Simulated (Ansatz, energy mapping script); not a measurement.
## YNiO2 in the infinite layer structure: exchange couplings from total energies

Aim: the exchange couplings of YNiO2 in the infinite layer structure from the energies of a few collinear orders, and the ordering temperature that they give.

Method: PBEsol; plane waves, collinear spin, no spin–orbit coupling, in Ansatz 0.2.0.

## Step 1: Set-up

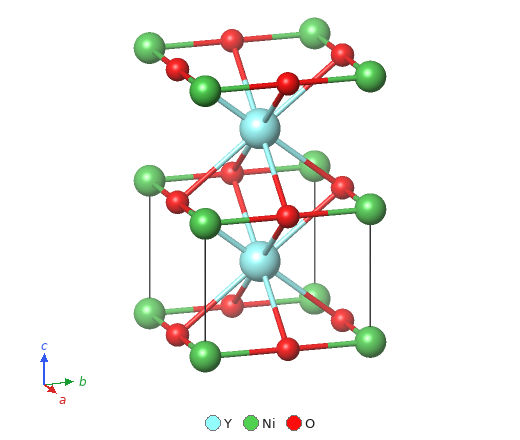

The starting structure, seen slightly off an axis (yttrium teal, nickel green, oxygen red). 1×1×2 cells are drawn. Some periodic images of atoms are drawn too.

This cell was built for the study (infinite layer prototype, lattice guessed from radii), not taken from an experiment; the compound need not form in this structure.

The cell was relaxed beforehand in Ansatz under PBE with U = 6 eV on Ni d, ortho-atomic projectors, from parallel moments.

A plain semilocal functional is the cheapest rung. It tends to spread open shells too far.

## Step 2: Run 1 (parallel; cell A, 8 atoms)

The parallel order is the zero of energy for this cell and mesh.

Input file input.yaml:

```yaml
crystal:
  lattice:
    - [3.932394766, 0.0, 0.0]
    - [0.0, 3.932394766, 3.103120039]
    - [0.0, -3.932394766, 3.103120039]
  atoms:
    - { symbol: "Y", position: [0.5, 0.5, 0.0] }
    - { symbol: "Y", position: [0.5, 0.0, 0.5] }
    - { symbol: Ni, position: [0.0, 0.0, 0.0], spin: 2.0 }
    - { symbol: Ni, position: [0.0, 0.5, 0.5], spin: 2.0 }
    - { symbol: O, position: [0.5, 0.0, 0.0] }
    - { symbol: O, position: [0.5, 0.5, 0.5] }
    - { symbol: O, position: [0.0, 0.25, 0.75] }
    - { symbol: O, position: [0.0, 0.75, 0.25] }
magnetization:
  spin_polarized: true
kpoints:
  mp_grid: { grid: [9, 8, 8] }
hamiltonian:
  xc: pbesol
scf:
  occupations: { method: fermi_dirac, width: 0.05 }
output:
  eigenvalues: true
```

The run is started by

```console
$ ansatz run input.yaml --threads 4 --pin off --max-ram 8192MiB --backend cpu --events-out ev --progress --plain --runs-dir out
```

Numbers of over 12 decimals in the logs are rounded to 6 here.

Output:

```text
Engine: ansatz 0.2.0, aarch64-unknown-linux-gnu
Pseudopotentials: kind: paw
Pseudopotential: Y, paw, valence charge 11, recommended cutoff 420 eV (normal), Y.paw.azcp
Pseudopotential: Ni, paw, valence charge 18, recommended cutoff 420 eV (normal), Ni.paw.azcp
Pseudopotential: O, paw, valence charge 6, recommended cutoff 420 eV (normal), O.paw.azcp
Functional definition: PBEsol
  exchange = pbesol_x
  correlation = pbesol_c
Crystal: 8 atoms, lattice volume = 95.972 Å³
Basis set: ecut = 420 eV, 1895 PW (Γ)
Bands: 52, of which v1, the nominal top of the filled ones, is band 41 counted from 1 (40 counted from 0)
Symmetry: 16 space group operations
Space group: P4/mmm (ITA 123), of the structure as read, at distance tolerance 4.6e-5 Å
Magnetic group: BNS 123.339 (UNI 999), of the structure as read, at distance tolerance 4.6e-5 Å
k-points: 105 of 576
Non-local potential: Y, projectors of the file, l = 0: 3, l = 1: 2, l = 2: 2, l = 3: 1
Non-local potential: Ni, projectors of the file, l = 0: 3, l = 1: 2, l = 2: 3, l = 3: 1
Non-local potential: O, projectors of the file, l = 0: 2, l = 1: 2, l = 2: 1
PAW form: soft (Blöchl's): semilocal exchange-correlation on the pseudo side does not see the compensation charge
PAW frozen core: Y, regenerated for the run's functional, and the local potential with it (the file was generated under x = pbe(κ = 0.804, μ = 0.219515), c = pbe(β = 0.066725))
PAW frozen core: Ni, regenerated for the run's functional, and the local potential with it (the file was generated under x = pbe(κ = 0.804, μ = 0.219515), c = pbe(β = 0.066725))
PAW frozen core: O, regenerated for the run's functional, and the local potential with it (the file was generated under x = pbe(κ = 0.804, μ = 0.219515), c = pbe(β = 0.066725))
PAW one-centre angular grid: Y, 590 points (default); XC on 64 Gauss nodes
PAW one-centre angular grid: Ni, 590 points (default); XC on 64 Gauss nodes
PAW one-centre angular grid: O, 110 points (default); XC on 64 Gauss nodes
Initial density: superposition of atomic densities (chi_scale 0.1, normalization cell, long waves kept (reshape's long-wave potential 0.00 eV rms))
Starting moments: Σ|m| = 4 μB on 2 of 8 sites
Initial wavefunctions: pseudopotential atomic-orbital guess
Functional: x = pbesol(κ = 0.804, μ = 0.123457), c = pbesol(β = 0.046)
SCF iter   1: F=—  HF=-21447.649563 eV  |F-HF|=—  |Δ(HF+E_count)|=         —  Δρ=1.70e-1 (↑7.06e-2 ↓1.70e-1)  dr2=1.49e1  dr2_m=1.01e1  M=0.689 μB ∫|m|=0.842 μB  β_m=0.30  ethr=3.10e-3  ⟨swp⟩=5.9  Hψ=36182  notcnv=0  defer=31
Mixer restart at iter 1: flushing history
preconditioner: auto → Kerker (q_TF=auto, 2.658 Å⁻¹)  [metal: Δε(μ)=0.007 eV  Ē_g=12.391 eV  σ=0.050 eV  W_gap=0.03  n_scr=34 (ndim 8)  ℏωp=29.8 eV  f_vac=0.000  D(μ)=2.55/eV (n_scr^D=18)]
spin=Collinear: Kerker preconditioning applied to the charge; magnetization (m = ρ↑ − ρ↓) channel mixes plain (no charge-response kernel on spin).
SCF iter   2: F=—  HF=-21449.123608 eV  |F-HF|=—  |Δ(HF+E_count)|=    1.47e0  Δρ=8.89e-2 (↑6.27e-2 ↓8.89e-2)  dr2=1.96e0  dr2_m=4.49e0  M=0.817 μB ∫|m|=0.967 μB  β_m=0.46  ethr=3.10e-3  ⟨swp⟩=3.0  Hψ=23317  notcnv=0  defer=709
SCF iter   3: F=—  HF=-21450.278484 eV  |F-HF|=—  |Δ(HF+E_count)|=    1.15e0  Δρ=6.71e-2 (↑1.08e-2 ↓6.71e-2)  dr2=3.42e0  dr2_m=1.14e0  M=0.572 μB ∫|m|=0.673 μB  β_m=0.49  ethr=2.39e-3  ⟨swp⟩=2.7  Hψ=17348  notcnv=0  defer=690
SCF iter   4: F=—  HF=-21450.552486 eV  |F-HF|=—  |Δ(HF+E_count)|=   2.74e-1  Δρ=1.35e-2 (↑1.35e-2 ↓1.05e-2)  dr2=1.77e-1  dr2_m=9.28e-2  M=0.497 μB ∫|m|=0.574 μB  β_m=0.57  ethr=2.39e-3  ⟨swp⟩=2.9  Hψ=19030  notcnv=0  defer=688
SCF iter   5: F=—  HF=-21450.474034 eV  |F-HF|=—  |Δ(HF+E_count)|=   7.85e-2  Δρ=5.17e-3 (↑5.09e-3 ↓5.17e-3)  dr2=5.95e-2  dr2_m=1.04e-2  M=0.398 μB ∫|m|=0.450 μB  β_m=0.78  ethr=2.16e-4  ⟨swp⟩=2.2  Hψ=16147  notcnv=0  defer=728
SCF iter   6: F=—  HF=-21450.491037 eV  |F-HF|=—  |Δ(HF+E_count)|=   1.70e-2  Δρ=5.21e-3 (↑5.21e-3 ↓4.70e-3)  dr2=6.88e-2  dr2_m=7.26e-5  M=0.345 μB ∫|m|=0.380 μB  β_m=0.89  ethr=7.25e-5  ⟨swp⟩=2.0  Hψ=16860  notcnv=0  defer=741
SCF iter   7: F=—  HF=-21450.491983 eV  |F-HF|=—  |Δ(HF+E_count)|=   9.46e-4  Δρ=7.26e-4 (↑7.26e-4 ↓4.01e-4)  dr2=7.19e-4  dr2_m=6.76e-5  M=0.334 μB ∫|m|=0.365 μB  β_m=0.95  ethr=7.25e-5  ⟨swp⟩=2.0  Hψ=14879  notcnv=0  defer=747
SCF iter   8: F=—  HF=-21450.491940 eV  |F-HF|=—  |Δ(HF+E_count)|=   4.31e-5  Δρ=3.83e-4 (↑2.09e-4 ↓3.83e-4)  dr2=4.41e-5  dr2_m=6.82e-5  M=0.324 μB ∫|m|=0.353 μB  β_m=0.97  ethr=8.77e-7  ⟨swp⟩=2.1  Hψ=20293  notcnv=0  defer=736
SCF iter   9: F=—  HF=-21450.491946 eV  |F-HF|=—  |Δ(HF+E_count)|=   5.93e-6  Δρ=2.11e-4 (↑2.11e-4 ↓7.42e-5)  dr2=7.40e-5  dr2_m=5.04e-6  M=0.317 μB ∫|m|=0.345 μB  β_m=0.99  ethr=5.38e-8  ⟨swp⟩=2.0  Hψ=16237  notcnv=0  defer=736
[...]
SCF 1 converged in 14 iterations: F = -21450.491941 eV  dr2 = 4.99e-8
  greatest PAW one-centre occupation: 1.002 electrons in one spin orbital (limit 2), on the Ni atom at site 3 (counted from 0), in its partial waves of l = 1
Starting moments: Σ|m| = 6 μB on 4 of 8 sites
[...]
preconditioner: auto → Kerker (q_TF=auto, 2.658 Å⁻¹)  [metal: Δε(μ)=0.007 eV  Ē_g=13.209 eV  σ=0.050 eV  W_gap=0.03  n_scr=34 (ndim 8)  ℏωp=29.8 eV  f_vac=0.000  D(μ)=1.72/eV (n_scr^D=8)]
spin=Collinear: Kerker preconditioning applied to the charge; magnetization (m = ρ↑ − ρ↓) channel mixes plain (no charge-response kernel on spin).
[...]
spin-set hold released at iteration 6 (site moments contracting): the magnetisation degrees of freedom join the quasi-Newton model from the next iteration; the mixer history was flushed
[...]
SCF iter  12: F=—  HF=-21450.492301 eV  |F-HF|=—  |Δ(HF+E_count)|=   2.33e-3  Δρ=1.73e-3 (↑1.73e-3 ↓1.23e-3)  dr2=5.87e-3  dr2_m=1.46e-4  M=0.393 μB ∫|m|=0.434 μB  β_m=0.83  ethr=9.17e-6  ⟨swp⟩=2.0  Hψ=12881  notcnv=0  defer=731
SCF iter  13: F=—  HF=-21450.491937 eV  |F-HF|=—  |Δ(HF+E_count)|=   3.64e-4  Δρ=2.31e-4 (↑1.52e-4 ↓2.31e-4)  dr2=9.70e-5  dr2_m=1.46e-5  M=0.312 μB ∫|m|=0.340 μB  β_m=0.90  ethr=7.16e-6  ⟨swp⟩=1.6  Hψ=11840  notcnv=0  defer=731
SCF iter  14: F=—  HF=-21450.491942 eV  |F-HF|=—  |Δ(HF+E_count)|=   4.58e-6  Δρ=8.81e-5 (↑8.81e-5 ↓6.90e-5)  dr2=1.12e-5  dr2_m=1.29e-6  M=0.312 μB ∫|m|=0.339 μB  β_m=0.95  ethr=1.18e-7  ⟨swp⟩=2.0  Hψ=15312  notcnv=0  defer=731
SCF iter  15: F=—  HF=-21450.491941 eV  |F-HF|=—  |Δ(HF+E_count)|=   3.70e-7  Δρ=4.59e-5 (↑4.59e-5 ↓3.35e-5)  dr2=4.31e-6  dr2_m=1.42e-7  M=0.313 μB ∫|m|=0.340 μB  β_m=0.89  ethr=1.37e-8  ⟨swp⟩=2.0  Hψ=17205  notcnv=0  defer=731
SCF iter  16: F=—  HF=-21450.491941 eV  |F-HF|=—  |Δ(HF+E_count)|=   2.39e-7  Δρ=2.10e-5 (↑2.08e-5 ↓2.10e-5)  dr2=1.27e-6  dr2_m=4.59e-9  M=0.311 μB ∫|m|=0.338 μB  β_m=0.79  ethr=5.26e-9  ⟨swp⟩=2.0  Hψ=14895  notcnv=0  defer=731
iter 17 did not close the SCF: its close was put off for a magnetic moment that had not settled (scf_convergence_deferred on its scf_iter line)
SCF iter  17: F=-21450.491941 eV  HF=-21450.491941 eV  |F-HF|=2.71e-8  |Δ(HF+E_count)|=   1.72e-7  Δρ=5.58e-6 (↑3.37e-6 ↓5.58e-6)  dr2=5.37e-8  dr2_m=4.95e-9  M=0.311 μB ∫|m|=0.338 μB  β_m=0.89  ethr=1.22e-10  ⟨swp⟩=2.0  Hψ=31228  notcnv=0
iter 18 did not close the SCF: its close was put off for a magnetic moment that had not settled (scf_convergence_deferred on its scf_iter line)
SCF iter  18: F=-21450.491941 eV  HF=-21450.491941 eV  |F-HF|=3.80e-9  |Δ(HF+E_count)|=   1.89e-9  Δρ=1.82e-6 (↑1.82e-6 ↓1.74e-6)  dr2=6.44e-9  dr2_m=4.71e-10  M=0.311 μB ∫|m|=0.338 μB  β_m=0.87  ethr=6.55e-11  ⟨swp⟩=2.0  Hψ=24905  notcnv=0
SCF iter  19: F=-21450.491941 eV  HF=-21450.491941 eV  |F-HF|=8.37e-10  |Δ(HF+E_count)|=  2.91e-10  Δρ=8.31e-7 (↑4.79e-7 ↓8.31e-7)  dr2=1.12e-9  dr2_m=9.13e-11  M=0.311 μB ∫|m|=0.338 μB  ethr=7.85e-12  ⟨swp⟩=1.8  Hψ=26999  notcnv=0
SCF 2 converged in 19 iterations: F = -21450.491941 eV  dr2 = 1.12e-9
SCF converged after 14 iterations
Magnetization: 0.3110 μB (41.1555 up, 40.8445 down)
Absolute magnetization: 0.3376 μB (∫|ρ↑−ρ↓|, with the PAW one-centre terms)
Spin contamination: 0.0116 ħ² per cell (⟨S²⟩ above its minimum at these occupations)
Per-site moments (μB) at R_I (Å): [(-0.00115975, 1.033168), (-0.00115975, 1.033168), (0.138151, 0.811056), (0.138151, 0.811056), (0.00737152, 0.811056), (0.00737152, 0.811056), (0.00731651, 0.811056), (0.00731651, 0.811056)]
Free energy (F): -21450.491941 eV
Harris-Foulkes:  -21450.491941 eV  (|F-HF|=4.65e-8)
Internal energy: -21450.469038 eV  (E = F + TS)
E sigma→0 (E₀):  -21450.480490 eV
Entropy (-TS):   -0.022903 eV (-2.863 meV/atom)
Fermi energy:    13.819246 eV
--- Per-component energies (eV) ---
  E_band       = -801.514925
  E_kinetic    = 1869.547522
  E_local      = -10951.729567  (includes V_loc(G=0)·N_el)
  E_nonlocal   = 1584.211516
  E_hartree    = 4500.501021
  E_xc         = -803.064964
  E_vxc        = -988.214563  (∫ρ·V_xc dr)
  E_paw        = -9355.391487  (= ΣΔE_a)
  E_vpaw       = -1316.367276  (= ΣTr[D̂ρ^β])
  E_aug_tail   = 0.010552  (compensation charges beyond the density's cutoff)
  E_ewald      = -8295.386906
  E_core_change = 0.833275  (= ΣΔE_core)
  E_smearing   = -0.022903  (= −TS)
  E_closure    = -0.000000  (closes the sum)
  Σ components = -21450.491941   (vs F -21450.491941, Δ=0.00e0)
--- Band table (eV; the first three rows and the last of 210) ---
  k-point 0 ↑: bands = [... 37 lower, 12.5564, 12.7491, 12.8751, 12.8911, 13.2054, 13.8999, 15.0410, 16.4074, ... 7 higher]
  k-point 1 ↑: bands = [... 37 lower, 12.6267, 12.7231, 12.8240, 12.8682, 13.3707, 13.7831, 15.2192, 16.5836, ... 7 higher]
  k-point 2 ↑: bands = [... 37 lower, 12.6442, 12.6577, 12.7907, 12.8153, 13.5525, 13.8334, 15.6966, 16.7979, ... 7 higher]
  k-point 104 ↓: bands = [... 37 lower, 13.0608, 13.2763, 13.2994, 14.1169, 15.5371, 15.8247, 16.4319, 16.8544, ... 7 higher]
```

Elapsed: 49 s, on 4 threads of Arm Neoverse V2, shared host; peak memory 0.94 GiB; 3.1 min of CPU time.

In the SCF lines HF is the Harris–Foulkes energy and dr2 the Hartree energy of the density residual, in eV; the loop may stop once dr2 is under the threshold and the program's other checks hold. Hψ counts applications of the Hamiltonian.

Spin moment in the sphere by atom:

```
atom  spin moment in the sphere (μB)
  Y1                          -0.001
  Y2                          -0.001
 Ni3                           0.138
 Ni4                           0.138
  O5                           0.007
  O6                           0.007
  O7                           0.007
  O8                           0.007
```

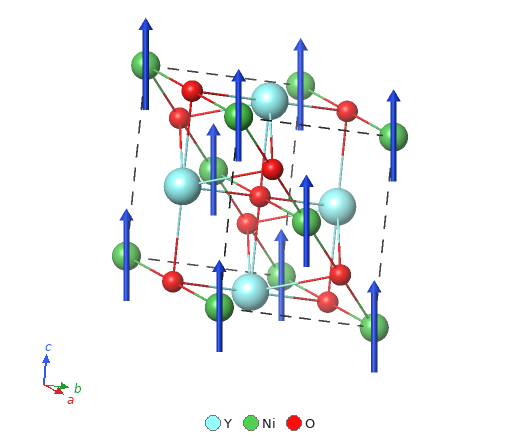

Spin moment in the sphere as arrows, the longest 0.138 μB. Up and down stand for the sign. Arrows give size and sign along the axis of quantisation, drawn up and down the page. Some periodic images of atoms are drawn too.

The run ends weakly magnetic, not as typed: a moment turned or collapsed in the SCF or in the program's search for a lower state.

## Step 3: Run 2 (parallel; cell B, 8 atoms)

The parallel order again, as the reference for this cell.

This run holds the same structure in another cell (a 3.932 → 3.103 Å, b 5.009 → 5.561 Å, c 5.009 → 5.561 Å, α 103.4 → 90.0°).

Input file input.yaml:

```yaml
crystal:
  lattice:
    - [0.0, 0.0, -3.103120039]
    - [3.932394766, 3.932394766, 0.0]
    - [3.932394766, -3.932394766, 0.0]
  atoms:
    - { symbol: "Y", position: [0.5, 0.5, 0.0] }
    - { symbol: "Y", position: [0.5, 0.0, 0.5] }
    - { symbol: Ni, position: [0.0, 0.0, 0.0], spin: 2.0 }
    - { symbol: Ni, position: [0.0, 0.5, 0.5], spin: 2.0 }
    - { symbol: O, position: [0.0, 0.25, 0.25] }
    - { symbol: O, position: [0.0, 0.75, 0.75] }
    - { symbol: O, position: [0.0, 0.25, 0.75] }
    - { symbol: O, position: [0.0, 0.75, 0.25] }
magnetization:
  spin_polarized: true
kpoints:
  mp_grid: { grid: [12, 7, 7] }
hamiltonian:
  xc: pbesol
scf:
  occupations: { method: fermi_dirac, width: 0.05 }
output:
  eigenvalues: true
```

Output:

```text
[...]
Crystal: 8 atoms, lattice volume = 95.972 Å³
Basis set: ecut = 420 eV, 1879 PW (Γ)
Bands: 52, of which v1, the nominal top of the filled ones, is band 41 counted from 1 (40 counted from 0)
Symmetry: 32 space group operations
[...]
k-points: 70 of 588
[...]
Starting moments: Σ|m| = 4 μB on 2 of 8 sites
[...]
SCF iter   1: F=—  HF=-21447.618693 eV  |F-HF|=—  |Δ(HF+E_count)|=         —  Δρ=1.68e-1 (↑6.85e-2 ↓1.68e-1)  dr2=1.49e1  dr2_m=9.66e0  M=0.762 μB ∫|m|=0.894 μB  β_m=0.30  ethr=3.10e-3  ⟨swp⟩=6.1  Hψ=24351  notcnv=0  defer=11
[...]
SCF iter  14: F=-21450.493082 eV  HF=-21450.493082 eV  |F-HF|=1.02e-8  |Δ(HF+E_count)|=   1.82e-9  Δρ=2.22e-6 (↑1.33e-6 ↓2.22e-6)  dr2=1.04e-8  dr2_m=1.96e-10  M=0.475 μB ∫|m|=0.527 μB  ethr=2.78e-11  ⟨swp⟩=7.2  Hψ=23630  notcnv=0
SCF 1 converged in 14 iterations: F = -21450.493082 eV  dr2 = 1.04e-8
[...]
Symmetry: 16 space group operations
[...]
Starting moments: Σ|m| = 4 μB on 2 of 8 sites; this step starts from the density that it was given
[...]
SCF 2 converged in 8 iterations: F = -21450.573978 eV  dr2 = 4.11e-9
[...]
SCF 3 converged in 2 iterations: F = -21450.573978 eV  dr2 = 5.85e-9
WARN: the starting moments were not kept: 1 of 2 ended reversed and 1 kept their direction, counting a site from 0.1 of the cell's largest site moment. The largest reversed, site 2 (counted from 0, in the order of the report's site_moments_mub), started with +2.0 μB and closes at -6.5e-1 μB in its sphere. The net magnetisation is 4.5e-6 μB in size, at most 0.1 of the 4 μB that the starting moments add up to as vector [...]
SCF converged after 2 iterations
Magnetization: 0.0000 μB (41.0000 up, 41.0000 down)
Absolute magnetization: 1.6055 μB (∫|ρ↑−ρ↓|, with the PAW one-centre terms)
[...]
Per-site moments (μB) at R_I (Å): [(-4.7786161162145377e-8, 1.033168), (-4.7786161158023926e-8, 1.033168), (-0.646981, 0.811056), (0.646982, 0.811056), (1.1632076396353444e-6, 0.811056), (1.1632076396254587e-6, 0.811056), (1.16320763963394e-6, 0.811056), (1.1632076396268618e-6, 0.811056)]
Free energy (F): -21450.573978 eV
[...]
Internal energy: -21450.558632 eV  (E = F + TS)
E sigma→0 (E₀):  -21450.566305 eV
Entropy (-TS):   -0.015346 eV (-1.918 meV/atom)
Fermi energy:    13.692032 eV
[...]
--- Band table (eV; the first three rows and the last of 140) ---
  k-point 0 ↑: bands = [... 37 lower, 12.6514, 12.8114, 13.2079, 13.2757, 13.2757, 15.0603, 15.5793, 15.9398, ... 7 higher]
  k-point 1 ↑: bands = [... 37 lower, 12.7797, 12.8094, 13.2332, 13.2566, 13.3191, 15.3082, 15.4201, 15.7702, ... 7 higher]
  k-point 2 ↑: bands = [... 37 lower, 12.6920, 13.1237, 13.1884, 13.2042, 13.5948, 14.9991, 15.3591, 15.9176, ... 7 higher]
  k-point 69 ↓: bands = [... 37 lower, 12.8708, 12.9362, 12.9674, 13.8316, 14.5865, 15.8286, 16.4509, 16.8411, ... 7 higher]
```

Elapsed: 84 s, on 4 threads; peak memory 2.1 GiB.

Spin moment in the sphere by atom:

```
atom  spin moment in the sphere (μB)
  Y1                           0.000
  Y2                           0.000
 Ni3                          -0.647
 Ni4                           0.647
  O5                           0.000
  O6                           0.000
  O7                           0.000
  O8                           0.000
```

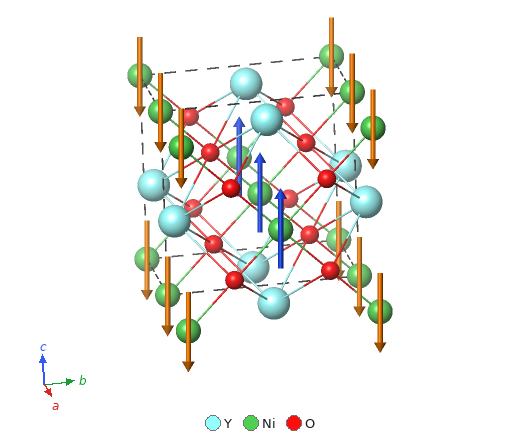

Spin moment in the sphere as arrows, the longest 0.647 μB. Up and down stand for the sign. Arrows give size and sign along the axis of quantisation, drawn up and down the page. The two directions have two colours. 2×1×1 cells are drawn. Some periodic images of atoms are drawn too.

The run ends antiferromagnetic, not as typed: a moment turned or collapsed in the SCF or in the program's search for a lower state.

(Continued in part 2 of 2.)

[Logs and program files are shortened in this print: banners, set-up blocks, solver, clock and traceback lines can be left out without a mark of their own.]

[Logs are printed without paths, hosts, clocks, repeated set-up lines and the standing remarks that a program may print on its own settings, such as how far it seeks lower states.]

[Hosts, paths, dates, database ids (printed as entryN), source tags and the programs' standing remarks are cut or masked in the printed files.]

[Where a cell is said to come from a database of computed structures, the database is the Materials Project.]
